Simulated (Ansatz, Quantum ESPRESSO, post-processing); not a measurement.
# Conductance against width: vacuum gaps between two Nb(110) faces, part 4 of 4

Aim: how the conductance falls as the barrier grows, for vacuum gaps between two Nb(110) faces.

Quantum ESPRESSO 7.5; plane-wave DFT, PBE, GBRV ultrasoft pseudopotentials; cross-check by Ansatz 0.2.0 with PAW datasets.

So far. Step 6 (The open system, 5 Å): T goes from 0.462 to 0.285, a factor of 1.6. Step 7 (The same in Ansatz, 5 Å): Ansatz finds T = 0.283 against pwcond's 0.285.

## (8) SCF with pw.x, 6 Å

Level of this step: plane-wave DFT, PBE, GBRV ultrasoft pseudopotentials (Quantum ESPRESSO 7.5).

The input, j2.scf.in:

```
&control
  prefix = 'j2.scf'
  outdir = './out'
  pseudo_dir = './pseudo'
  calculation = 'scf'
  tprnfor = .true.
/
&system
  ibrav = 0
  nat = 16
  ntyp = 1
  ecutwfc = 40
  ecutrho = 200
  occupations = 'smearing'
  smearing = 'mv'
  degauss = 0.01
/
&electrons
  conv_thr = 1e-07
  mixing_beta = 0.25
  electron_maxstep = 120
  mixing_mode = 'local-TF'
/
ATOMIC_SPECIES
  Nb  92.9064  nb_pbe_v1.uspp.F.UPF
CELL_PARAMETERS angstrom
  3.32000000000000 0.00000000000000 0.00000000000000
  1.66000000000000 2.34759451353934 0.00000000000000
  0.00000000000000 0.00000000000000 41.21391770309007
ATOMIC_POSITIONS crystal
  Nb  0.000000000000 0.000000000000 0.000000000000
  Nb  0.500000000000 0.000000000000 0.056961207388
  Nb  0.000000000000 0.000000000000 0.113922414775
  Nb  0.500000000000 0.000000000000 0.170883622163
  Nb  0.000000000000 0.000000000000 0.227844829550
  Nb  0.500000000000 0.000000000000 0.284806036938
  Nb  0.000000000000 0.000000000000 0.341767244325
  Nb  0.500000000000 0.000000000000 0.398728451713
  Nb  0.000000000000 0.000000000000 0.544310340900
  Nb  0.500000000000 0.000000000000 0.601271548287
  Nb  0.000000000000 0.000000000000 0.658232755675
  Nb  0.500000000000 0.000000000000 0.715193963062
  Nb  0.000000000000 0.000000000000 0.772155170450
  Nb  0.500000000000 0.000000000000 0.829116377837
  Nb  0.000000000000 0.000000000000 0.886077585225
  Nb  0.500000000000 0.000000000000 0.943038792612
K_POINTS automatic
  9 10 1 0 0 0
```

Command:

```sh
$ OMP_NUM_THREADS=1 mpirun -n 4 pw.x -nk 4 -in j2.scf.in > j2.scf.out
```

Numbers of over 12 decimals in the logs are rounded to 6 here.

What it wrote:

```text
[banner, memory and clock lines left out]
Program PWSCF v.7.5 starts
[...]
Message from routine setup:
[...]
number of electrons       =       208.00
     number of Kohn-Sham states=          125
     kinetic-energy cutoff     =      40.0000  Ry
     charge density cutoff     =     200.0000  Ry
[...]
number of k points=    46  Marzari-Vanderbilt smearing, width (Ry)=  0.0100
[...]
Dense  grid:   103523 G-vectors     FFT dimensions: (  30,  25, 360)
[...]
Starting wfcs are  208 randomized atomic wfcs
[...]
estimated scf accuracy    <      36.80462232 Ry
[...]
estimated scf accuracy    <      12.04897936 Ry
[...]
estimated scf accuracy    <       1.09335065 Ry
[...]
estimated scf accuracy    <       1.65878292 Ry
[...]
estimated scf accuracy    <       0.02373714 Ry
[...]
estimated scf accuracy    <       0.05740083 Ry
[...]
estimated scf accuracy    <       0.00217009 Ry
[...]
estimated scf accuracy    <       0.02885787 Ry
[...]
estimated scf accuracy    <       0.00195548 Ry
[...]
estimated scf accuracy    <       0.00078198 Ry
[...]
estimated scf accuracy    <       0.00011963 Ry
[...]
estimated scf accuracy    <       0.00008434 Ry
[...]
estimated scf accuracy    <       0.00000279 Ry
[...]
estimated scf accuracy    <       0.00000414 Ry
[...]
estimated scf accuracy    <       0.00000038 Ry
[...]
estimated scf accuracy    <       0.00000038 Ry
[...]
the Fermi energy is    15.7783 ev
!    total energy              =   -1886.76467141 Ry
     estimated scf accuracy    <       0.00000003 Ry
     smearing contrib. (-TS)   =       0.00285606 Ry
     internal energy E=F+TS    =   -1886.76752747 Ry
[...]
one-electron contribution =   -2309.58014623 Ry
     hartree contribution      =    1249.36293267 Ry
     xc contribution           =    -294.57923323 Ry
     ewald contribution        =    -531.97108067 Ry
     convergence has been achieved in  17 iterations
[...]
Total force =     0.028174     Total SCF correction =     0.001246
[...]
```

The job ended after 11 min (4 MPI ranks of Arm Neoverse V1, shared host; peak memory 1.8 GiB; 45 min of CPU time).

This step gave:

* free energy: -25670.7411 eV
* Fermi energy: 15.78 eV

## (9) The open system, 6 Å

The input, j2.cond.in:

```
&inputcond
  outdir = './out'
  prefixt = 'j2.scf'
  tran_file = 'j2.cond.dat'
  bdl = 1.4142135633
  bds = 12.4138306325
  ikind = 1
  ewind = 4.0
  epsproj = 1e-05
  nz1 = 7
  energy0 = 0.4
  denergy = -0.4
/
21
  0.00000000 0.00000000 0.01562500
  0.00000000 0.12500000 0.03125000
  0.00000000 0.25000000 0.03125000
  0.00000000 0.37500000 0.03125000
  0.00000000 0.50000000 0.01562500
  0.12500000 0.00000000 0.06250000
  0.12500000 0.25000000 0.06250000
  0.12500000 0.37500000 0.06250000
  0.12500000 0.50000000 0.06250000
  0.25000000 0.00000000 0.06250000
  0.25000000 0.12500000 0.03125000
  0.25000000 0.37500000 0.06250000
  0.25000000 0.50000000 0.06250000
  0.25000000 0.62500000 0.03125000
  0.37500000 0.00000000 0.06250000
  0.37500000 0.12500000 0.06250000
  0.37500000 0.50000000 0.06250000
  0.37500000 0.62500000 0.06250000
  0.50000000 0.00000000 0.03125000
  0.50000000 0.12500000 0.06250000
  0.50000000 0.25000000 0.03125000
3
```

Command:

```sh
$ OMP_NUM_THREADS=1 mpirun -n 4 pwcond.x -in j2.cond.in > j2.cond.out
```

What it wrote:

```text
[banner, memory and clock lines left out]
Program PWCOND v.7.5 starts
[citation notice left out]

[...]
./out/j2.scf.save/

     IMPORTANT: XC functional enforced from input :
     Exchange-correlation= PBE
                           (   1   4   3   4   0   0   0)
     Any further DFT definition will be discarded
     Please, verify this is what you really want

     Check: negative core charge=   -0.000002
     Reading collected, re-writing distributed wavefunctions

===== INPUT FILE containing all the regions =====

     GEOMETRY:

[...]
---  E-Ef =   -0.4000000  k =    0.5000000   0.2500000
---  ie =          3  ik =         21
 Nchannels of the left tip =            1
 Right moving states:
   k1(2pi/a)   k2(2pi/a)   E-Ef (eV)
   0.3756295   0.0000109  -0.4000000
 Left moving states:
   k1(2pi/a)   k2(2pi/a)   E-Ef (eV)
  -0.3756301   0.0000109  -0.4000000

 to transmit
 Band j to band i transmissions and reflections:
    j         i     |T_ij|^2    |R_ij|^2

    1 -->     1     0.00156     0.99844
   Total T_j, R_j =    0.00156  0.99844

E-Ef(ev), T(x2 spins) =   -0.4000000   0.0031228
   T_tot     0.40000      0.86229E-01
   T_tot     0.00000      0.22754E+00
   T_tot    -0.40000      0.34167E+00

[...]
```

Run time: 2.1 min. Hardware: 4 MPI ranks; peak memory 0.31 GiB.

This step gave:

```
lead channels at the Fermi level, one spin : 1.641
transmission at the Fermi level, one spin  : 0.1138
conductance                                : 0.1138 G₀
```

Per spin; mean over the k mesh across the current. Transmission, zone mean against energy, zero at the Fermi level:

```
energy (eV)  transmission, zone mean
     -0.400                    0.171
      0.000                    0.114
      0.400                   0.0431
```

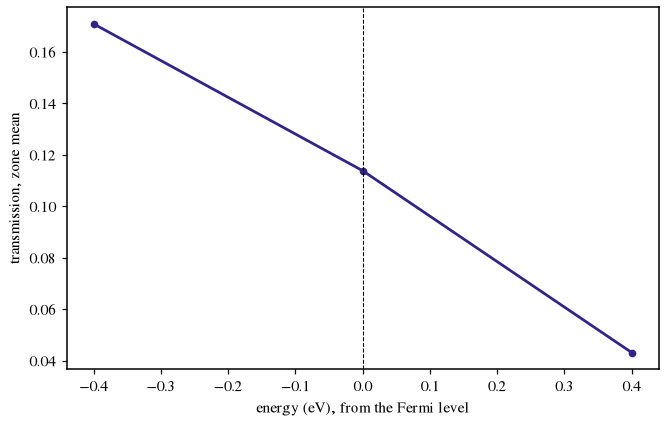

Transmission, zone mean, plotted against energy.

At 0.000 eV; k in fractions of b1, b2. Transmission by k point:

| k1 | k2 | weight | t | channels |
| --- | --- | --- | --- | --- |
| 0 | 0 | 0.01562 | 0.2788 | 3 |
| 0 | 0.125 | 0.03125 | 0.9599 | 3 |
| 0 | 0.25 | 0.03125 | 8.00e-7 | 1 |
| 0 | 0.375 | 0.03125 | 0.004919 | 2 |
| 0 | 0.5 | 0.01562 | 3.91e-4 | 2 |
| 0.125 | 0 | 0.0625 | 0.5804 | 3 |
| 0.125 | 0.25 | 0.0625 | 0.2953 | 2 |
| 0.125 | 0.375 | 0.0625 | 0.1376 | 1 |
| 0.125 | 0.5 | 0.0625 | 4.93e-4 | 2 |
| 0.25 | 0 | 0.0625 | 0 | 0 |
| 0.25 | 0.125 | 0.03125 | 0.395 | 3 |
| 0.25 | 0.375 | 0.0625 | 0 | 0 |
| 0.25 | 0.5 | 0.0625 | 6.54e-4 | 1 |
| 0.25 | 0.625 | 0.03125 | 8.01e-4 | 2 |
| 0.375 | 0 | 0.0625 | 0.0264 | 2 |
| 0.375 | 0.125 | 0.0625 | 0.003834 | 1 |
| 0.375 | 0.5 | 0.0625 | 0.004764 | 2 |
| 0.375 | 0.625 | 0.0625 | 0.006799 | 1 |
| 0.5 | 0 | 0.03125 | 0.004069 | 2 |
| 0.5 | 0.125 | 0.0625 | 0.008687 | 3 |
| 0.5 | 0.25 | 0.03125 | 0.006729 | 1 |

The run is unpolarised; a magnetic state was not tried, may lie lower and would change T.

T goes from 0.285 to 0.114, a factor of 2.5.

## (10) Cross-check with Ansatz, 6 Å

Level of this step: plane-wave DFT, PBE, Ansatz PAW (Ansatz 0.2.0).

The input, input.yaml:

```yaml
crystal:
  lattice:
    - [3.32, 0.0, 0.0]
    - [1.66, 2.3475945135, 0.0]
    - [0.0, 0.0, 41.2139177031]
  atoms:
    - { symbol: Nb, position: [0.0, 0.0, 0.0] }
    - { symbol: Nb, position: [0.5, 0.0, 0.0569612074] }
    - { symbol: Nb, position: [0.0, 0.0, 0.1139224148] }
    - { symbol: Nb, position: [0.5, 0.0, 0.1708836222] }
    - { symbol: Nb, position: [0.0, 0.0, 0.2278448296] }
    - { symbol: Nb, position: [0.5, 0.0, 0.2848060369] }
    - { symbol: Nb, position: [0.0, 0.0, 0.3417672443] }
    - { symbol: Nb, position: [0.5, 0.0, 0.3987284517] }
    - { symbol: Nb, position: [0.0, 0.0, 0.5443103409] }
    - { symbol: Nb, position: [0.5, 0.0, 0.6012715483] }
    - { symbol: Nb, position: [0.0, 0.0, 0.6582327557] }
    - { symbol: Nb, position: [0.5, 0.0, 0.7151939631] }
    - { symbol: Nb, position: [0.0, 0.0, 0.7721551704] }
    - { symbol: Nb, position: [0.5, 0.0, 0.8291163778] }
    - { symbol: Nb, position: [0.0, 0.0, 0.8860775852] }
    - { symbol: Nb, position: [0.5, 0.0, 0.9430387926] }
kpoints:
  mp_grid: { grid: [9, 10, 1] }
hamiltonian:
  xc: pbe
scf:
  occupations: { method: fermi_dirac, width: 0.1 }
  convergence: { dr2_threshold: 1.0e-08 }
output:
  transmission: { leads: [[0, 2]], e_range: [-0.4, 0.4], de: 0.4, kmesh: [8, 8] }
  write_potential: true
  write_density: true
  volumetric_format: npy
  elf: true
```

Command:

```sh
$ ansatz run input.yaml --threads 4 --pin off --max-ram 16384MiB --backend cpu --events-out ev --progress --plain --runs-dir out
```

What it wrote:

```text
[...]
Crystal: 16 atoms, lattice volume = 321.222 Å³
Basis set: ecut = 420 eV, 6291 PW (Γ)
Bands: 125, of which v1, the nominal top of the filled ones, is band 104 counted from 1 (103 counted from 0)
Symmetry: 4 space group operations
k-points: 46 of 90
[...]
k-point 45: bands = [... 100 lower, 15.4758, 15.6030, 15.7988, 15.8941, 16.2097, 16.2452, 16.5543, 16.5762, ... 17 higher]
--- Transmission ---
  basis      : 67 plane waves across, 72 finite elements along
  points     : 34, standing for a mesh of 8 x 8
[...]
channels       : 1.671875e0 a spin
[...]
slowest decay  : 0.1024 /Å at (-0.2500, 0.1250)
  junction   : crystal 0 to crystal 0, -0.48 to 36.04 Å
    transmission   : 1.151350e-1 a spin
[...]
[key lines of the parts left out:]
SCF converged after 9 iterations
Free energy (F): -72834.820974 eV
Fermi energy:    15.627557 eV
```

Wall time 56 s (4 threads); peak memory 1.8 GiB; 3.4 min of CPU time.

This step gave:

```
free energy                                : -72834.8210 eV
energy at zero smearing                    : -72834.4204 eV
smearing term TS                           : 0.8012 eV
Fermi energy                               : 15.63 eV
transmission at the Fermi level, one spin  : 0.1151
lead channels at the Fermi level, one spin : 1.672
```

Per spin; mean over the k mesh across the current. The transmission, zone mean by energy, zero at the Fermi level:

```
energy (eV)  transmission, zone mean
     -0.400                    0.187
      0.000                    0.115
      0.400                   0.0421
```

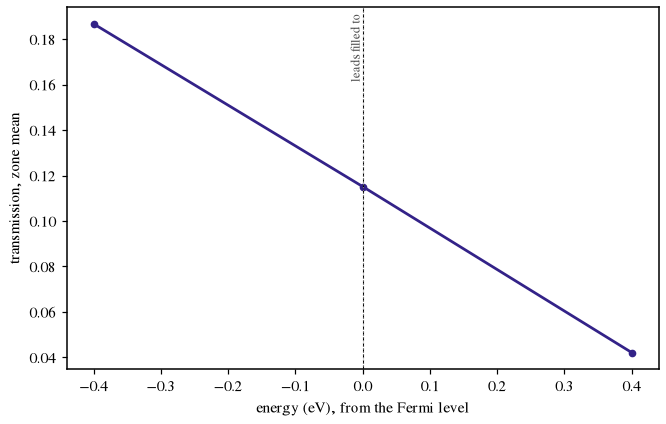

Transmission, zone mean against energy.

Ansatz finds T = 0.115 against pwcond's 0.114.

## (11) SCF with pw.x, 7 Å

Level of this step: plane-wave DFT, PBE, GBRV ultrasoft pseudopotentials (Quantum ESPRESSO 7.5).

The input, j3.scf.in:

```
&control
  prefix = 'j3.scf'
  outdir = './out'
  pseudo_dir = './pseudo'
  calculation = 'scf'
  tprnfor = .true.
/
&system
  ibrav = 0
  nat = 16
  ntyp = 1
  ecutwfc = 40
  ecutrho = 200
  occupations = 'smearing'
  smearing = 'mv'
  degauss = 0.01
/
&electrons
  conv_thr = 1e-07
  mixing_beta = 0.25
  electron_maxstep = 120
  mixing_mode = 'local-TF'
/
ATOMIC_SPECIES
  Nb  92.9064  nb_pbe_v1.uspp.F.UPF
CELL_PARAMETERS angstrom
  3.32000000000000 0.00000000000000 0.00000000000000
  1.66000000000000 2.34759451353934 0.00000000000000
  0.00000000000000 0.00000000000000 42.21391770309006
ATOMIC_POSITIONS crystal
  Nb  0.000000000000 0.000000000000 0.000000000000
  Nb  0.500000000000 0.000000000000 0.055611860762
  Nb  0.000000000000 0.000000000000 0.111223721525
  Nb  0.500000000000 0.000000000000 0.166835582287
  Nb  0.000000000000 0.000000000000 0.222447443050
  Nb  0.500000000000 0.000000000000 0.278059303812
  Nb  0.000000000000 0.000000000000 0.333671164574
  Nb  0.500000000000 0.000000000000 0.389283025337
  Nb  0.000000000000 0.000000000000 0.555105113901
  Nb  0.500000000000 0.000000000000 0.610716974663
  Nb  0.000000000000 0.000000000000 0.666328835426
  Nb  0.500000000000 0.000000000000 0.721940696188
  Nb  0.000000000000 0.000000000000 0.777552556950
  Nb  0.500000000000 0.000000000000 0.833164417713
  Nb  0.000000000000 0.000000000000 0.888776278475
  Nb  0.500000000000 0.000000000000 0.944388139238
K_POINTS automatic
  9 10 1 0 0 0
```

Command:

```sh
$ OMP_NUM_THREADS=1 mpirun -n 4 pw.x -nk 4 -in j3.scf.in > j3.scf.out
```

What it wrote:

```text
[banner, memory and clock lines left out]
Program PWSCF v.7.5 starts
[...]
Message from routine setup:
[...]
number of electrons       =       208.00
     number of Kohn-Sham states=          125
     kinetic-energy cutoff     =      40.0000  Ry
     charge density cutoff     =     200.0000  Ry
[...]
number of k points=    46  Marzari-Vanderbilt smearing, width (Ry)=  0.0100
[...]
Dense  grid:   106083 G-vectors     FFT dimensions: (  30,  25, 360)
[...]
Starting wfcs are  208 randomized atomic wfcs
[...]
estimated scf accuracy    <      36.83199029 Ry
[...]
estimated scf accuracy    <      12.28700886 Ry
[...]
estimated scf accuracy    <       1.14503156 Ry
[...]
estimated scf accuracy    <       2.01519621 Ry
[...]
estimated scf accuracy    <       0.04028428 Ry
[...]
estimated scf accuracy    <       0.05969928 Ry
[...]
estimated scf accuracy    <       0.01026128 Ry
[...]
estimated scf accuracy    <       0.05208466 Ry
[...]
estimated scf accuracy    <       0.00388961 Ry
[...]
estimated scf accuracy    <       0.00026722 Ry
[...]
estimated scf accuracy    <       0.00033206 Ry
[...]
estimated scf accuracy    <       0.00001975 Ry
[...]
estimated scf accuracy    <       0.00000346 Ry
[...]
estimated scf accuracy    <       0.00000729 Ry
[...]
estimated scf accuracy    <       0.00000099 Ry
[...]
the Fermi energy is    15.2949 ev
!    total energy              =   -1886.76332714 Ry
     estimated scf accuracy    <       0.00000004 Ry
     smearing contrib. (-TS)   =       0.00288803 Ry
     internal energy E=F+TS    =   -1886.76621517 Ry
[...]
one-electron contribution =   -3484.84694208 Ry
     hartree contribution      =    1833.31298641 Ry
     xc contribution           =    -294.57829558 Ry
     ewald contribution        =      59.34603608 Ry
     convergence has been achieved in  16 iterations
[...]
Total force =     0.030734     Total SCF correction =     0.000715
[...]
```

Wall time 11 min (4 MPI ranks); peak memory 1.9 GiB; 45 min of CPU time.

This step gave:

- free energy: -25670.7228 eV
- Fermi energy: 15.29 eV

## (12) Transmission with pwcond.x, 7 Å

j3.cond.in is the input of step 9 with these lines changed:

```diff
@@ -2,6 +2,6 @@
   outdir = './out'
-  prefixt = 'j2.scf'
-  tran_file = 'j2.cond.dat'
+  prefixt = 'j3.scf'
+  tran_file = 'j3.cond.dat'
   bdl = 1.4142135633
-  bds = 12.4138306325
+  bds = 12.7150354518
   ikind = 1
```

Command:

```sh
$ OMP_NUM_THREADS=1 mpirun -n 4 pwcond.x -in j3.cond.in > j3.cond.out
```

What it wrote:

```text
[banner, memory and clock lines left out]
Program PWCOND v.7.5 starts
[citation notice left out]

[...]
./out/j3.scf.save/

     IMPORTANT: XC functional enforced from input :
     Exchange-correlation= PBE
                           (   1   4   3   4   0   0   0)
     Any further DFT definition will be discarded
     Please, verify this is what you really want

     Check: negative core charge=   -0.000002
     Reading collected, re-writing distributed wavefunctions

===== INPUT FILE containing all the regions =====

     GEOMETRY:

[...]
---  E-Ef =   -0.4000000  k =    0.5000000   0.2500000
---  ie =          3  ik =         21
 Nchannels of the left tip =            1
 Right moving states:
   k1(2pi/a)   k2(2pi/a)   E-Ef (eV)
   0.3752749   0.0000175  -0.4000000
 Left moving states:
   k1(2pi/a)   k2(2pi/a)   E-Ef (eV)
  -0.3752741   0.0000175  -0.4000000

 to transmit
 Band j to band i transmissions and reflections:
    j         i     |T_ij|^2    |R_ij|^2

    1 -->     1     0.00012     0.99988
   Total T_j, R_j =    0.00012  0.99988

E-Ef(ev), T(x2 spins) =   -0.4000000   0.0002320
   T_tot     0.40000      0.19443E-01
   T_tot     0.00000      0.74283E-01
   T_tot    -0.40000      0.10403E+00

[...]
```

It took 2.1 min on 4 MPI ranks; peak memory 0.31 GiB.

This step gave:

* lead channels at the Fermi level, one spin: 1.641
* transmission at the Fermi level, one spin: 0.03714
* conductance: 0.03714 G₀

Per spin; mean over the k mesh across the current. Table of transmission, zone mean by energy, zero at the Fermi level:

```csv
energy (eV),"transmission, zone mean"
-0.400,0.0520
0.000,0.0371
0.400,0.00972
```

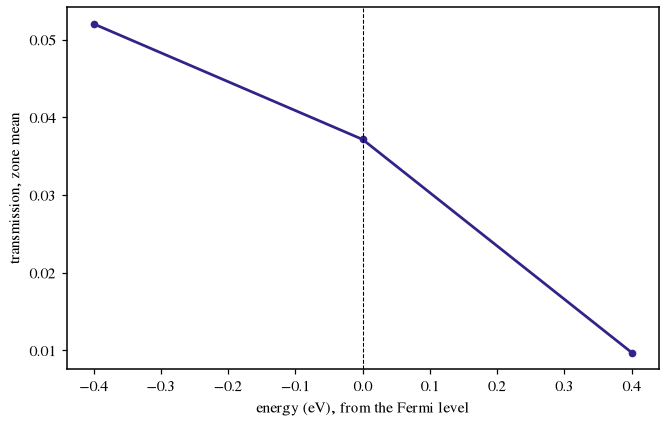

Transmission, zone mean against energy.

The run is unpolarised; a magnetic state was not tried, may lie lower and would change T.

T goes from 0.114 to 0.0371, a factor of 3.1.

## (13) The same in Ansatz, 7 Å

Level of this step: plane-wave DFT, PBE, Ansatz PAW (Ansatz 0.2.0).

input.yaml, the sections that differ from step 10:

```yaml
crystal:
  lattice:
    - [3.32, 0.0, 0.0]
    - [1.66, 2.3475945135, 0.0]
    - [0.0, 0.0, 42.2139177031]
  atoms:
    - { symbol: Nb, position: [0.0, 0.0, 0.0] }
    - { symbol: Nb, position: [0.5, 0.0, 0.0556118608] }
    - { symbol: Nb, position: [0.0, 0.0, 0.1112237215] }
    - { symbol: Nb, position: [0.5, 0.0, 0.1668355823] }
    - { symbol: Nb, position: [0.0, 0.0, 0.222447443] }
    - { symbol: Nb, position: [0.5, 0.0, 0.2780593038] }
    - { symbol: Nb, position: [0.0, 0.0, 0.3336711646] }
    - { symbol: Nb, position: [0.5, 0.0, 0.3892830253] }
    - { symbol: Nb, position: [0.0, 0.0, 0.5551051139] }
    - { symbol: Nb, position: [0.5, 0.0, 0.6107169747] }
    - { symbol: Nb, position: [0.0, 0.0, 0.6663288354] }
    - { symbol: Nb, position: [0.5, 0.0, 0.7219406962] }
    - { symbol: Nb, position: [0.0, 0.0, 0.777552557] }
    - { symbol: Nb, position: [0.5, 0.0, 0.8331644177] }
    - { symbol: Nb, position: [0.0, 0.0, 0.8887762785] }
    - { symbol: Nb, position: [0.5, 0.0, 0.9443881392] }
# kpoints, hamiltonian, scf, output: as in step 10
```

Command:

```sh
$ ansatz run input.yaml --threads 4 --pin off --max-ram 16384MiB --backend cpu --events-out ev --progress --plain --runs-dir out
```

What it wrote:

```text
[...]
Crystal: 16 atoms, lattice volume = 329.016 Å³
Basis set: ecut = 420 eV, 6439 PW (Γ)
Bands: 125, of which v1, the nominal top of the filled ones, is band 104 counted from 1 (103 counted from 0)
Symmetry: 4 space group operations
k-points: 46 of 90
[...]
k-point 45: bands = [... 100 lower, 15.0023, 15.1275, 15.3287, 15.4252, 15.7319, 15.7662, 16.0876, 16.1077, ... 17 higher]
--- Transmission ---
  basis      : 67 plane waves across, 71 finite elements along
  points     : 34, standing for a mesh of 8 x 8
[...]
channels       : 1.671875e0 a spin
[...]
slowest decay  : 0.1023 /Å at (-0.2500, 0.1250)
  junction   : crystal 0 to crystal 0, -0.48 to 37.04 Å
    transmission   : 3.291587e-2 a spin
[...]
[key lines of the parts left out:]
SCF converged after 10 iterations
Free energy (F): -72834.799204 eV
Fermi energy:    15.152970 eV
```

Run time: 60 s. Hardware: 4 threads; peak memory 1.9 GiB; 3.7 min of CPU time.

Read from the output:

| Property | Result |
| --- | --- |
| free energy | -72834.7992 eV |
| energy at zero smearing | -72834.3997 eV |
| smearing term TS | 0.7990 eV |
| Fermi energy | 15.15 eV |
| transmission at the Fermi level, one spin | 0.03292 |
| lead channels at the Fermi level, one spin | 1.672 |

Per spin; mean over the k mesh across the current. Table of transmission, zone mean by energy, zero at the Fermi level:

```
energy (eV)  transmission, zone mean
     -0.400                   0.0472
      0.000                   0.0329
      0.400                  0.00797
```

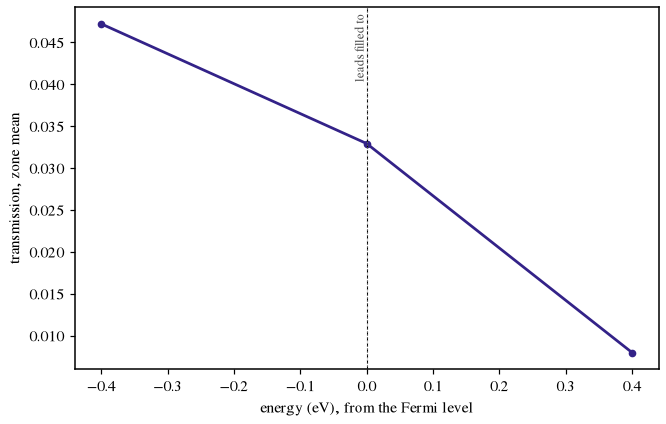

Transmission, zone mean, plotted against energy.

Ansatz finds T = 0.0329 against pwcond's 0.0371.

## (14) The series side by side

All levels:

```
level  T by pwcond  T by Ansatz  lead channels  CPU time (s)
  4 Å       0.4618       0.4569          1.641          2780
  5 Å       0.2852       0.2835          1.641          2719
  6 Å       0.1138       0.1151          1.641          3213
  7 Å      0.03714      0.03292          1.641          3185
```

## (15) By hand

For the narrowest barrier, the Landauer sum over the mesh, Σ w T = 0.0625 × 0.927 + 0.0625 × 0.844 + 0.0625 × 0.7 + … = 0.4618.

G = 0.462 × 77.48 µS = 35.8 µS a cell. Times the area of 7.794 Å², the resistance-area product is A/G = 2.18 fΩ m², the leads' contact resistance included.

κ = ln(T₁/T₂)/(2Δd) = ln(0.1138/0.03714)/(2 × 1 Å) = 0.56 1/Å.

## (16) Outcome

```
conductance a cell at 4 Å                 : 0.462 G₀
conductance a cell at 5 Å                 : 0.285 G₀
conductance a cell at 6 Å                 : 0.114 G₀
conductance a cell at 7 Å                 : 0.0371 G₀
fall of ln T per Å over the last interval : 1.12
```

The conductance goes from 0.462 G₀ at 4 Å to 0.0371 G₀ at 7 Å (PBE, GBRV ultrasoft). Interval by interval ln T falls by 0.48, 0.92 and 1.12 per Å: the decay still steepens, so it isn't yet a plain exponential. Even at the widest gap some points across still pass up to 0.65, so the fall of the mean gives no barrier height. Ansatz follows the series within a factor of 1.13. Points with over 2.5 times the mean carry up to 85 % of T, so the means lean on few points, and the mesh was not tested. The geometries are as built, not relaxed, and the leads are short. Semilocal functionals lack the image potential in a vacuum gap.

[Logs are printed without paths, hosts, clocks, repeated set-up lines and the standing remarks that a program may print on its own settings, such as how far it seeks lower states.]

[Hosts, paths, dates, database ids (printed as entryN), source tags and the programs' standing remarks are cut or masked in the printed files.]

[Maps of the electrostatic potential energy from Ansatz leave out the sawtooth potential of an applied field or a dipole correction, so their vacuum need not be flat; planar profiles and work functions include it.]
